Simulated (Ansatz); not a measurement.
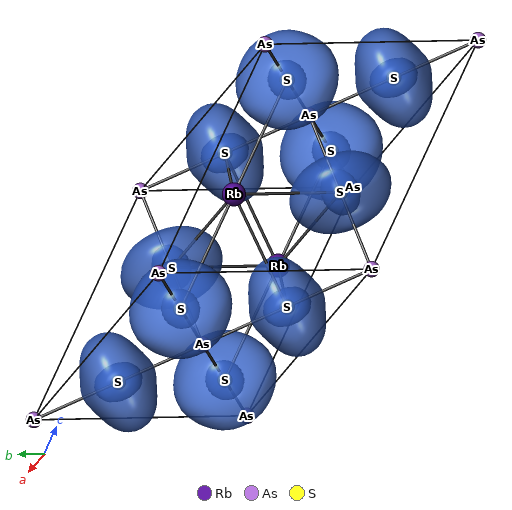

*RbAsS3. Isosurface of the electron localisation function at 0.7 (blue), seen at an oblique angle. Core shells and regions of very low density are left out. Sticks mark near contacts.*

Space group Pm-3m; a structure from a database of computed crystals, not necessarily the ambient phase; started from the SrTiO3-140 prototype, which need not be the ambient phase.

Computed with Ansatz 0.2.0, DFT, r2SCAN+rVV10, plane waves, PAW.

Q: Identify the bonds, lone pairs and shells in this picture.

A: The ELF exceeds this value in six regions wrapped around S (the valence shell of each), counted in one cell of 10 atoms. Any copies at cell faces, edges or corners count once. Profiles from the grid: As–S (2.43 Å): the ELF peaks at about 0.75 between the atoms. Rb–S (3.44 Å): the ELF peaks at about 0.90 in the valence shell of S, 0.9 Å from its nucleus, and drops to about 0.05 between the two atoms (an ionic contact with no shared pair).
